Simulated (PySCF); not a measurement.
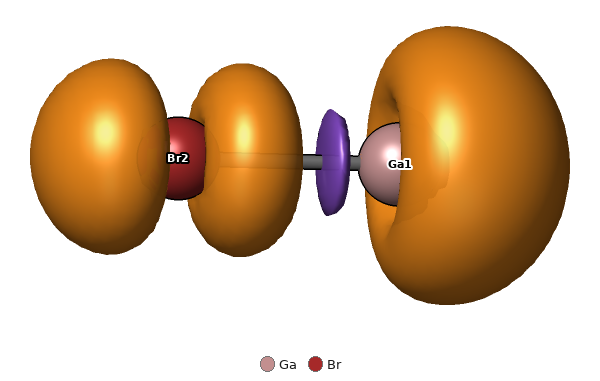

The picture shows: GaBr (charge +1, doublet). Isosurfaces of the spin density (α minus β) at +0.02 (orange) and −0.02 e/Å³ (purple), seen from one side.

Computed with PBE0/cc-pVDZ(-PP), non-relativistic Hamiltonian with scalar-relativistic core potentials where named, at a bond length of 2.294 Å (PySCF 2.14.0).

Which atoms carry the spin?

The unpaired spin (1 electron) lies mostly on Ga1 (about 0.6) and Br2 (about 0.4), in electrons by Hirshfeld's partition.
